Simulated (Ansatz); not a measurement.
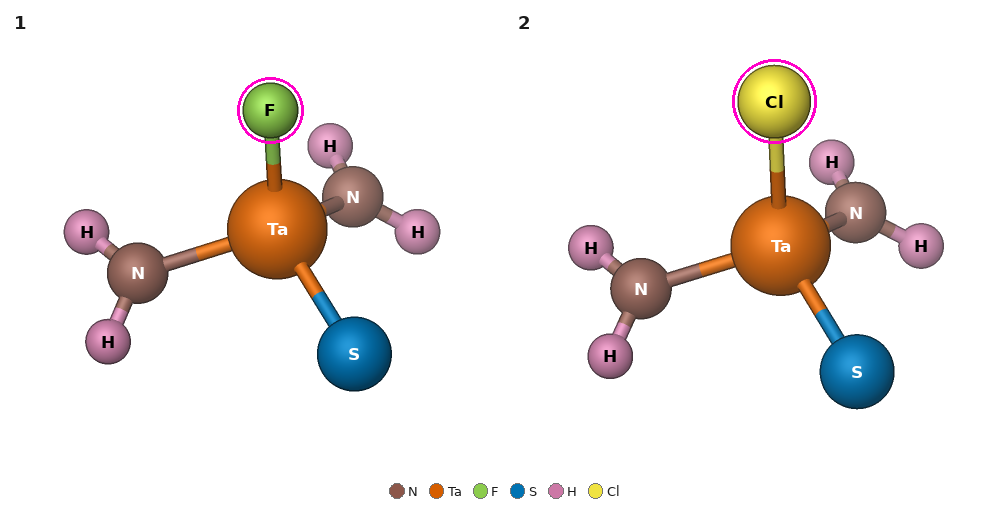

2 molecules with one skeleton, seen from the same side and at one scale; the atom that differs is circled. Charge 0, singlet. Computed geometries: PBE0-D4/def2-TZVP optimisations, one conformation each. Properties computed with Ansatz 0.2.0. Elements past Kr carry core potentials.

One atom differs, called X below: F in panel 1, Cl in panel 2. Their formulas are FH4N2STa (`[NH2][Ta]([NH2])([F])=[S]`), ClH4N2STa (`[NH2][Ta]([NH2])(=[S])[Cl]`).

**In which is the length of X–Ta larger (PBE0-D4/def2-TZVP)?**

In panel 2 (X = Cl).

Give the values. With PBE0-D4/def2-TZVP: length of X–Ta (Å), angle X–Ta–S (°). With PBE-D4/def2-TZVPP: dipole moment (D), HOMO energy (Kohn–Sham orbital) (eV), HOMO–LUMO gap (eV).

```tsv
quantity	1 (F)	2 (Cl)	2 − 1
length of X–Ta (Å)	1.884	2.315	+0.431
angle X–Ta–S (°)	113.3	112.9	−0.4
dipole moment (D)	4.39	4.38	−0.01
HOMO energy (Kohn–Sham orbital) (eV)	−6.24	−6.34	−0.10
HOMO–LUMO gap (eV)	4.22	4.10	−0.12
```
